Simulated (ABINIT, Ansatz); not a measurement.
# NbInO4 (P2/c): one start, several treatments of the self-energy

Wanted: the gap of NbInO4 (P2/c) under several approximations, with cost.

Method: LDA and many-body steps on it, plane waves, in ABINIT 10.8.3.

**What was measured.**

- Gap 4.7 eV: direct gap from Elliott-Toyozawa fit; diffuse reflectance; 300 K; powder (“Accurate Determination of the Band-Gap Energy of the Rare-Earth Niobate Series”, 2024, arxiv:2401.13477).

### 1. The structure

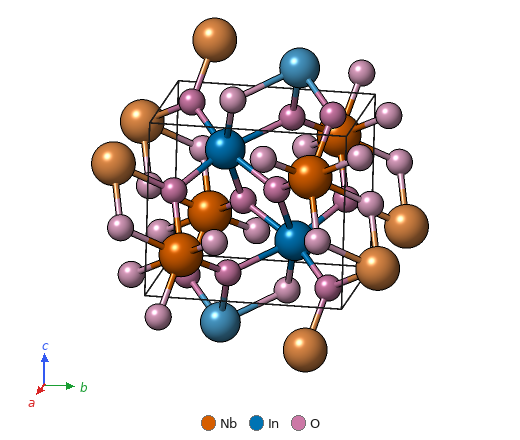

The starting structure, seen slightly off an axis (niobium orange, indium blue, oxygen pink). Some periodic images of atoms are drawn too.

Structure file:

```cif
data_structure
_symmetry_space_group_name_H-M 'P2/c'
_symmetry_Int_Tables_number 13
_cell_length_a 4.8355
_cell_length_b 5.7709
_cell_length_c 5.1440
_cell_angle_alpha 90.000
_cell_angle_beta 91.130
_cell_angle_gamma 90.000
_cell_volume 143.52
loop_
_atom_site_label
_atom_site_type_symbol
_atom_site_symmetry_multiplicity
_atom_site_Wyckoff_symbol
_atom_site_fract_x
_atom_site_fract_y
_atom_site_fract_z
_atom_site_occupancy
Nb1 Nb 2 e 0.00000 0.17790 0.25000 1
In1 In 2 f 0.50000 0.68250 0.25000 1
O1 O 4 g 0.26000 0.61800 0.90100 1
O2 O 4 g 0.21700 0.89800 0.43800 1
```

The cell and positions come from the Crystallography Open Database and are kept as given unless a step says otherwise.

### 2. Empty states on the mesh, 2×2×2 mesh, 534 bands

This step: ABINIT 10.8.3; DFT, LDA, plane waves, norm-conserving pseudopotentials.

The sums over transitions need many empty states on a uniform mesh; this step solves for them.

run.abi reads:

```
acell 3*1.0 Angstrom
rprim 
  4.835500000000 0.000000000000 -0.000000000000
  0.000000000000 5.770900000000 0.000000000000
  -0.101444525800 0.000000000000 5.142999611900
ntypat 3
znucl 41 49 8
natom 12
typat 1 1 2 2 3 3 3 3 3 3 3 3
xred 
  0.000000000000 0.177900000000 0.250000000000
  0.000000000000 0.822100000000 0.750000000000
  0.500000000000 0.682500000000 0.250000000000
  0.500000000000 0.317500000000 0.750000000000
  0.260000000000 0.618000000000 0.901000000000
  0.740000000000 0.618000000000 0.599000000000
  0.740000000000 0.382000000000 0.099000000000
  0.260000000000 0.382000000000 0.401000000000
  0.217000000000 0.898000000000 0.438000000000
  0.783000000000 0.898000000000 0.062000000000
  0.783000000000 0.102000000000 0.562000000000
  0.217000000000 0.102000000000 0.938000000000
pp_dirpath "pseudos"
pseudos "Nb.upf, In.upf, O.upf"
ecut 42
ngkpt 2 2 2
nshiftk 1
shiftk 0 0 0
kptopt 1
chksymbreak 0
iscf -2
irdden 1
istwfk *1
nband 534
nbdbuf 48
tolwfr 1e-09
nstep 60
prtvol 0
indata_prefix "in"
outdata_prefix "out"
tmpdata_prefix "tmp"
```

Command:

```
$ OMP_NUM_THREADS=2 mpirun -n 8 abinit run.abi > log
```

Numbers of over 12 decimals in the logs are rounded to 6 here.

Log:

```text
.Version 10.8.3 of ABINIT. v10.8.2 released Aug 2026.

 Symmetries : space group P2/c (# 13); Bravais mP (primitive monocl.)
[... echo of the input left out ...]
== DATASET  1 ==================================================================
-   mpi_nproc: 8, omp_nthreads: 2 (-1 if OMP is not activated)

--- !DatasetInfo
iteration_state: {dtset: 1, }
dimensions: {natom: 12, nkpt: 8, mband: 534, nsppol: 1, nspinor: 1, nspden: 1, mpw: 12604, }
cutoff_energies: {ecut:  42.0, pawecutdg:  -1.0, }
[...]
4.44408    4.44913    4.45628    4.45825    4.45918    4.46639    4.47062    4.47974
   4.48816    4.49302    4.49607    4.49681    4.49976    4.51244    4.51613    4.52882
   4.54133    4.55092    4.56075    4.56605    4.57551    4.58118
 prteigrs : prtvol=0 or 1, do not print more k-points.

== END DATASET(S) ==============================================================
================================================================================

 -outvars: echo values of variables after computation  --------
            nband         534
             nkpt           8
          spgroup          13
 [... the other variables as echoed above ...]

 Calculation completed.
```

Elapsed: 6 min, on 8 MPI ranks of Arm Neoverse V2, shared host; peak memory 1.7 GiB.

This step gave:

```yaml
gap: 3.324 eV
k_of_the_valence_top: 0.5, 0, 0
k_of_the_conduction_bottom: 0, 0.5, 0
least_direct_gap: 3.370 eV
k_points_computed: 8
lowest_point_of_the_top_converged_band_above_the_valence_top: 110.6219 eV
```

On this mesh the gap is 3.324 eV.

The density comes from a self-consistent run that is not shown.

### 3. Screening, 2×2×2 mesh, 232 bands, screening to 141.5 eV

The RPA dielectric matrix is built and inverted for each q.

This step: RPA screening on LDA, plane waves, norm-conserving pseudopotentials.

run.abi, as its differences from that of step 2:

```diff
@@ -30,10 +30,11 @@
 chksymbreak 0
-iscf -2
-irdden 1
 istwfk *1
-nband 534
-nbdbuf 48
-tolwfr 1e-09
-nstep 60
-prtvol 0
+occopt 1
+irdwfk 1
+optdriver 3
+nband 232
+ecuteps 5.2
+inclvkb 2
+awtr 1
+symchi 1
 indata_prefix "in"
```

Command:

```
$ OMP_NUM_THREADS=1 mpirun -n 16 abinit run.abi > log
```

Log:

```text
.Version 10.8.3 of ABINIT. v10.8.2 released Aug 2026.

 Symmetries : space group P2/c (# 13); Bravais mP (primitive monocl.)
[... echo of the input left out ...]
== DATASET  1 ==================================================================
-   mpi_nproc: 16, omp_nthreads: 1 (-1 if OMP is not activated)

--- !DatasetInfo
iteration_state: {dtset: 1, }
dimensions: {natom: 12, nkpt: 8, mband: 232, nsppol: 1, nspinor: 1, nspden: 1, mpw: 12604, }
cutoff_energies: {ecut:  42.0, pawecutdg:  -1.0, }
electrons: {nelect:   1.16000000E+02, charge:   0.00000000E+00, occopt:   1.00000000E+00, tsmear:   1.00000000E-02, }

 SCREENING: Calculation of the susceptibility and dielectric matrices

 Based on a program developped by R.W. Godby, V. Olevano, G. Onida, and L. Reining.
 Incorporated in ABINIT by V. Olevano, G.-M. Rignanese, and M. Torrent.
.Using double precision arithmetic ; gwpc =  8

[... cell and pseudopotentials left out ...]
--------------------------------------------------------------------------------

 ==== K-mesh for the wavefunctions ====
 Number of points in the irreducible wedge :     8
[... list of points left out ...]
 Together with  4 symmetry operations and time-reversal symmetry
 yields     8 points in the full Brillouin Zone.

 ==== Q-mesh for the screening function ====
 Number of points in the irreducible wedge :     8
[... list of points left out ...]
 Together with  4 symmetry operations and time-reversal symmetry
 yields     8 points in the full Brillouin Zone.

 setmesh: FFT mesh size selected  =    36x   45x   40
          total number of points  =        64800

 vcoul_init : cutoff-mode = AUXILIARY_FUNCTION
 q-points for optical limit:   1
     1)      0.000010    0.000020    0.000030

- screening: taking advantage of time-reversal symmetry
- Maximum band index for partially occupied states nbvw = 58
- Remaining bands to be divided among processors   nbcw = 174
- Number of bands treated by each node ~10

 Number of electrons calculated from density =  116.0000; Expected =  116.0000
 average of density, n =  0.119773
 r_s =    1.2585
 omega_plasma =   33.3838 [eV]

 calculating chi0 at frequencies [eV] :
  1    0.000000E+00    0.000000E+00
  2    0.000000E+00    3.338379E+01

--------------------------------------------------------------------------------
  q-point number  1        q = ( 0.000000, 0.000000, 0.000000) [r.l.u.]
--------------------------------------------------------------------------------
[... chi0 elements left out ...]
 For q-point:  0.000010 0.000020 0.000030
  dielectric constant =   5.4042
  dielectric constant without local fields =   5.8554

  Average fulfillment of the sum rule on Im[epsilon] for q-point    1 :     54.05  [%]
[... wings left out ...]
  q-point number  2        q = ( 0.500000, 0.000000, 0.000000) [r.l.u.]
--------------------------------------------------------------------------------
[... chi0 elements left out ...]
  Average fulfillment of the sum rule on Im[epsilon] for q-point    2 :     58.87  [%]

 [... 6 further q-points ...]
```

Run time: 2.9 min. Hardware: 16 MPI ranks; peak memory 14 GiB.

Numbers from this step:

```yaml
eps_infinity_with_local_fields_on_this_mesh_along_the_program_s_q_direction: 5.404
the_same_without_local_fields: 5.855
plasma_frequency: 33.38 eV
plane_waves_in_the_screening_matrix: 539
```

Local fields lower ε∞ by 8 %. On a Γ-centred mesh this coarse the value itself is usually too large, while a short band sum pulls it down.

### 4. G0W0, Godby-Needs plasmon pole

The self-energy is evaluated for the states that the input lists, and the levels follow from it, in one-shot runs by the linearised quasiparticle equation.

This step: G0W0 on LDA, plane waves, norm-conserving pseudopotentials.

run.abi, as its differences from that of step 3:

```diff
@@ -33,8 +33,19 @@
 irdwfk 1
-optdriver 3
+optdriver 4
 nband 232
+gwcalctyp 0
+ecutsigx 42
+symsigma 1
+nkptgw 3
+kptgw 
+  0.5000000000 0.0000000000 0.0000000000
+  0.0000000000 0.5000000000 0.0000000000
+  0.0000000000 0.0000000000 0.0000000000
+bdgw 
+  57 61
+  57 60
+  57 60
 ecuteps 5.2
-inclvkb 2
-awtr 1
-symchi 1
+irdscr 1
+ppmodel 1
 indata_prefix "in"
```

Log:

```text
.Version 10.8.3 of ABINIT. v10.8.2 released Aug 2026.

 Symmetries : space group P2/c (# 13); Bravais mP (primitive monocl.)
[... echo of the input left out ...]
== DATASET  1 ==================================================================
-   mpi_nproc: 16, omp_nthreads: 1 (-1 if OMP is not activated)

--- !DatasetInfo
iteration_state: {dtset: 1, }
dimensions: {natom: 12, nkpt: 8, mband: 232, nsppol: 1, nspinor: 1, nspden: 1, mpw: 12604, }
cutoff_energies: {ecut:  42.0, pawecutdg:  -1.0, }
electrons: {nelect:   1.16000000E+02, charge:   0.00000000E+00, occopt:   1.00000000E+00, tsmear:   1.00000000E-02, }

 SIGMA: Calculation of the GW corrections

 Based on a program developped by R.W. Godby, V. Olevano, G. Onida, and L. Reining.
 Incorporated in ABINIT by V. Olevano, G.-M. Rignanese, and M. Torrent.
.Using double precision arithmetic ; gwpc =  8

[... cell and pseudopotentials left out ...]
--------------------------------------------------------------------------------

 ==== K-mesh for the wavefunctions ====
 Number of points in the irreducible wedge :     8
[... list of points left out ...]
 Together with  4 symmetry operations and time-reversal symmetry
 yields     8 points in the full Brillouin Zone.

 ==== Q-mesh for screening function ====
 Number of points in the irreducible wedge :     8
[... list of points left out ...]
 Together with  4 symmetry operations and time-reversal symmetry
 yields     8 points in the full Brillouin Zone.

 vcoul_init : cutoff-mode = AUXILIARY_FUNCTION
 q-points for optical limit:   1
     1)      0.000010    0.000020    0.000030
 setmesh: FFT mesh size selected  =    54x   64x   60
          total number of points  =       207360

 Number of electrons calculated from density =  116.0000; Expected =  116.0000
 average of density, n =  0.119773
 r_s =    1.2585
 omega_plasma =   33.3838 [eV]

 === KS Band Gaps ===
  >>>> For spin  1
   Minimum direct gap =   3.3699 [eV], located at k-point      :   0.0000  0.5000  0.0000
   Fundamental gap    =   3.3236 [eV], Top of valence bands at :   0.5000  0.0000  0.0000
                                       Bottom of conduction at :   0.0000  0.5000  0.0000
 SIGMA fundamental parameters:
 PLASMON POLE MODEL  1
 number of plane-waves for SigmaX                12583
 number of plane-waves for SigmaC and W            539
 number of plane-waves for wavefunctions         12583
 number of bands                                   232
 number of independent spin polarizations            1
 number of spinorial components                      1
 number of k-points in IBZ                           8
 number of q-points in IBZ                           8
 number of symmetry operations                       4
 number of k-points in BZ                            8
 number of q-points in BZ                            8
 number of frequencies for dSigma/dE                 9
 frequency step for dSigma/dE [eV]                0.25
 number of omega for Sigma on real axis              0
 max omega for Sigma on real axis  [eV]           0.00
 zcut for avoiding poles [eV]                     0.10

 EPSILON^-1 parameters (SCR file):
 dimension of the eps^-1 matrix on file            539
 dimension of the eps^-1 matrix used               539
 number of plane-waves for wavefunctions         12583
 number of bands                                   232
 number of q-points in IBZ                           8
 number of frequencies                               2
 number of real frequencies                          1
 number of imag frequencies                          1

 matrix elements of self-energy operator (all in [eV])

 Perturbative Calculation

--- !SelfEnergy_ee
iteration_state: {dtset: 1, }
kpoint     : [   0.500,    0.000,    0.000, ]
spin       : 1
KS_gap     :    3.918
QP_gap     :    5.682
Delta_QP_KS:    1.764
data: !SigmaeeData |
     Band     E0 <VxcDFT>   SigX SigC(E0)      Z dSigC/dE  Sig(E)    E-E0       E
       57   5.149 -19.492 -24.602   5.009   0.778  -0.285 -19.570  -0.079   5.070
       58   5.394 -19.746 -24.905   5.068   0.780  -0.282 -19.817  -0.071   5.323
       59   9.313 -17.626 -11.314  -4.234   0.814  -0.228 -15.934   1.693  11.005
       60   9.360 -17.686 -11.419  -4.010   0.815  -0.227 -15.846   1.840  11.200
       61   9.360 -17.274 -11.419  -4.010   0.815  -0.227 -15.770   1.505  10.865

--- !SelfEnergy_ee
iteration_state: {dtset: 1, }
kpoint     : [   0.000,    0.500,    0.000, ]
spin       : 1
KS_gap     :    3.370
QP_gap     :    5.020
Delta_QP_KS:    1.650
data: !SigmaeeData |
     Band     E0 <VxcDFT>   SigX SigC(E0)      Z dSigC/dE  Sig(E)    E-E0       E
       57   5.053 -19.382 -24.375   4.885   0.780  -0.282 -19.467  -0.085   4.968
[...]
--- !SelfEnergy_ee
iteration_state: {dtset: 1, }
kpoint     : [   0.000,    0.000,    0.000, ]
spin       : 1
KS_gap     :    3.624
QP_gap     :    5.296
Delta_QP_KS:    1.672
data: !SigmaeeData |
     Band     E0 <VxcDFT>   SigX SigC(E0)      Z dSigC/dE  Sig(E)    E-E0       E
[...]
58   5.278 -19.664 -24.772   5.020   0.780  -0.283 -19.733  -0.069   5.209
       59   8.902 -17.011 -11.396  -3.662   0.821  -0.218 -15.408   1.604  10.505
       60   9.339 -17.140 -11.734  -3.513   0.820  -0.219 -15.587   1.552  10.891

== END DATASET(S) ==============================================================
================================================================================

 -outvars: echo values of variables after computation  --------
           etotal      0.0000000000E+00
            nband         232
             nkpt           8
          spgroup          13
 [... the other variables as echoed above ...]

 Calculation completed.
```

The job ended after 25 s (16 MPI ranks; peak memory 6.2 GiB; 6.5 min of CPU time).

This step gave:

```
G0W0 gap on the points computed              : 5.02 eV
starting gap on the mesh                     : 3.324 eV
k of the valence top                         : 0, 0.5, 0
k of the conduction bottom                   : 0, 0.5, 0
Z at the valence top                         : 0.784
Z at the conduction bottom                   : 0.824
least direct G0W0 gap on the computed points : 5.02 eV
```

The gap on the mesh goes from 3.32 eV to 5.02 eV, a correction of +1.70 eV.

### 5. G0W0, Engel-Farid plasmon pole

run.abi, as its differences from that of step 4:

```diff
@@ -49,3 +49,3 @@
 irdscr 1
-ppmodel 1
+ppmodel 4
 indata_prefix "in"
```

Log:

```text
.Version 10.8.3 of ABINIT. v10.8.2 released Aug 2026.

 Symmetries : space group P2/c (# 13); Bravais mP (primitive monocl.)
[... echo of the input left out ...]
== DATASET  1 ==================================================================
-   mpi_nproc: 16, omp_nthreads: 1 (-1 if OMP is not activated)

--- !DatasetInfo
iteration_state: {dtset: 1, }
dimensions: {natom: 12, nkpt: 8, mband: 232, nsppol: 1, nspinor: 1, nspden: 1, mpw: 12604, }
cutoff_energies: {ecut:  42.0, pawecutdg:  -1.0, }
electrons: {nelect:   1.16000000E+02, charge:   0.00000000E+00, occopt:   1.00000000E+00, tsmear:   1.00000000E-02, }

 SIGMA: Calculation of the GW corrections

 Based on a program developped by R.W. Godby, V. Olevano, G. Onida, and L. Reining.
 Incorporated in ABINIT by V. Olevano, G.-M. Rignanese, and M. Torrent.
.Using double precision arithmetic ; gwpc =  8

[... cell and pseudopotentials left out ...]
--------------------------------------------------------------------------------

 ==== K-mesh for the wavefunctions ====
 Number of points in the irreducible wedge :     8
[... list of points left out ...]
 Together with  4 symmetry operations and time-reversal symmetry
 yields     8 points in the full Brillouin Zone.

 ==== Q-mesh for screening function ====
 Number of points in the irreducible wedge :     8
[... list of points left out ...]
 Together with  4 symmetry operations and time-reversal symmetry
 yields     8 points in the full Brillouin Zone.

 vcoul_init : cutoff-mode = AUXILIARY_FUNCTION
 q-points for optical limit:   1
     1)      0.000010    0.000020    0.000030
 setmesh: FFT mesh size selected  =    54x   64x   60
          total number of points  =       207360

 Number of electrons calculated from density =  116.0000; Expected =  116.0000
[...]
number of plane-waves for wavefunctions         12583
 number of bands                                   232
 number of q-points in IBZ                           8
 number of frequencies                               2
 number of real frequencies                          1
 number of imag frequencies                          1

 matrix elements of self-energy operator (all in [eV])

 Perturbative Calculation

--- !SelfEnergy_ee
iteration_state: {dtset: 1, }
kpoint     : [   0.500,    0.000,    0.000, ]
spin       : 1
KS_gap     :    3.918
QP_gap     :    5.742
Delta_QP_KS:    1.824
data: !SigmaeeData |
     Band     E0 <VxcDFT>   SigX SigC(E0)      Z dSigC/dE  Sig(E)    E-E0       E
       57   5.149 -19.492 -24.602   4.924   0.796  -0.256 -19.640  -0.148   5.001
       58   5.394 -19.746 -24.905   4.990   0.797  -0.255 -19.881  -0.135   5.259
       59   9.313 -17.626 -11.314  -4.271   0.827  -0.209 -15.937   1.689  11.002
[...]
--- !SelfEnergy_ee
iteration_state: {dtset: 1, }
kpoint     : [   0.000,    0.500,    0.000, ]
spin       : 1
KS_gap     :    3.370
QP_gap     :    5.040
Delta_QP_KS:    1.670
data: !SigmaeeData |
     Band     E0 <VxcDFT>   SigX SigC(E0)      Z dSigC/dE  Sig(E)    E-E0       E
[...]
--- !SelfEnergy_ee
iteration_state: {dtset: 1, }
kpoint     : [   0.000,    0.000,    0.000, ]
spin       : 1
KS_gap     :    3.624
QP_gap     :    5.330
Delta_QP_KS:    1.706
data: !SigmaeeData |
     Band     E0 <VxcDFT>   SigX SigC(E0)      Z dSigC/dE  Sig(E)    E-E0       E
[...]
59   8.902 -17.011 -11.396  -3.727   0.834  -0.199 -15.437   1.574  10.475
       60   9.339 -17.140 -11.734  -3.582   0.834  -0.199 -15.619   1.520  10.859

== END DATASET(S) ==============================================================
================================================================================

 -outvars: echo values of variables after computation  --------
           etotal      0.0000000000E+00
            nband         232
             nkpt           8
          spgroup          13
 [... the other variables as echoed above ...]

 Calculation completed.
```

Elapsed: 21 s, on 16 MPI ranks; peak memory 5 GiB; 5.4 min of CPU time.

Numbers from this step:

- G0W0 gap on the points computed: 5.040 eV
- starting gap on the mesh: 3.324 eV
- k of the valence top: 0, 0.5, 0
- k of the conduction bottom: 0, 0.5, 0
- Z at the valence top: 0.8
- Z at the conduction bottom: 0.836
- least direct G0W0 gap on the computed points: 5.040 eV

Against G0W0 in ABINIT (2×2×2 mesh, 232 bands, screening to 141.5 eV, Godby-Needs plasmon pole), the gap moves by +0.020 eV.

### 6. G0W0, Hybertsen-Louie plasmon pole

run.abi, as its differences from that of step 5:

```diff
@@ -49,3 +49,3 @@
 irdscr 1
-ppmodel 4
+ppmodel 2
 indata_prefix "in"
```

Log:

```text
.Version 10.8.3 of ABINIT. v10.8.2 released Aug 2026.

 Symmetries : space group P2/c (# 13); Bravais mP (primitive monocl.)
[... echo of the input left out ...]
== DATASET  1 ==================================================================
-   mpi_nproc: 16, omp_nthreads: 1 (-1 if OMP is not activated)

--- !DatasetInfo
iteration_state: {dtset: 1, }
dimensions: {natom: 12, nkpt: 8, mband: 232, nsppol: 1, nspinor: 1, nspden: 1, mpw: 12604, }
cutoff_energies: {ecut:  42.0, pawecutdg:  -1.0, }
[...]
Band     E0 <VxcDFT>   SigX SigC(E0)      Z dSigC/dE  Sig(E)    E-E0       E
[...]
59   8.902 -17.011 -11.396  -3.765   0.875  -0.143 -15.392   1.619  10.520
       60   9.339 -17.140 -11.734  -3.738   0.873  -0.146 -15.685   1.455  10.794

== END DATASET(S) ==============================================================
================================================================================

 -outvars: echo values of variables after computation  --------
           etotal      0.0000000000E+00
            nband         232
             nkpt           8
          spgroup          13
 [... the other variables as echoed above ...]

 Calculation completed.
```

The job ended after 24 s (16 MPI ranks; peak memory 5.9 GiB; 6.3 min of CPU time).

Numbers from this step:

```yaml
g0w0_gap_on_the_points_computed: 5.494 eV
starting_gap_on_the_mesh: 3.324 eV
k_of_the_valence_top: 0, 0.5, 0
k_of_the_conduction_bottom: 0, 0.5, 0
least_direct_g0w0_gap_on_the_computed_points: 5.494 eV
```

Against G0W0 in ABINIT (2×2×2 mesh, 232 bands, screening to 141.5 eV, Godby-Needs plasmon pole), the gap moves by +0.474 eV.

(Continued in part 2 of 2.)

[Paths, hosts, dates, memory and timing lines, banners, echoed tables and standing remarks are left out of the program output.]

[Logs are printed without paths, hosts, clocks, repeated set-up lines and the standing remarks that a program may print on its own settings, such as how far it seeks lower states.]

[Runs of the session that timed out or met a known fault of the program may be left out.]

[Hosts, paths, dates, database ids (printed as entryN), source tags and the programs' standing remarks are cut or masked in the printed files.]

[G0W0 gaps are taken among the corrected bands and points alone; a level outside them can change the order at an edge.]

[Where Ansatz stands beside ABINIT at settings called matched, ABINIT's density can come from a denser mesh and the files from another edition; pairs whose starting gaps differed by over 0.03 eV were left out, so agreement reads better than it is.]
